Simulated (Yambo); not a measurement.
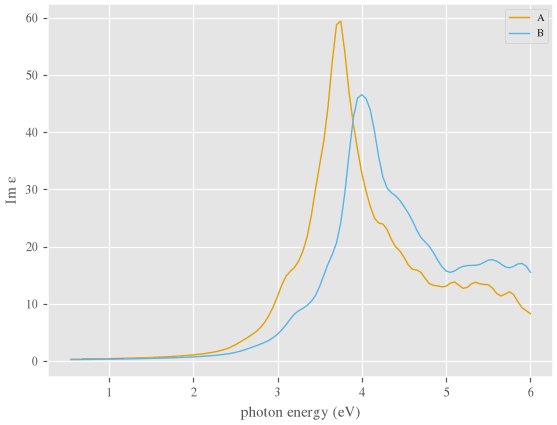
Two computed absorption spectra of Si (space group P6_3/mmc, No. 194) (Yambo, PBEsol bands with the same scissor, field along x)

Axes are Cartesian, with cell vectors (Å) (3.83, 0.00, 0.00), (-1.91, 3.31, 0.00), (0.00, 0.00, 6.32).

Problem. Which curve includes the electron-hole attraction (BSE)?

Solution. Curve A: the attraction moves weight to lower energy (centre of the plotted range 4.1 eV against 4.4 eV). Settings: 9×9×4 mesh, 5 valence and 7 conduction bands, static screening with 37 bands and a 4 Ry block, scissor 0.69 eV, Tamm-Dancoff. The scissor comes from a G0W0 run whose convergence isn't established. Broadening 0.15 eV. The band window holds all transitions up to 6.0 eV. On this mesh the peak heights and the fine structure are mesh artefacts; only the shift of weight is robust.

Geometry relaxed with PBEsol; primitive cell a = b = 3.8259 Å, c = 6.3152 Å, α = β = 90.00°, γ = 120.00°.

This is not the ordinary phase of the substance; no match was found in the copy of COD used, and its stability was not checked.
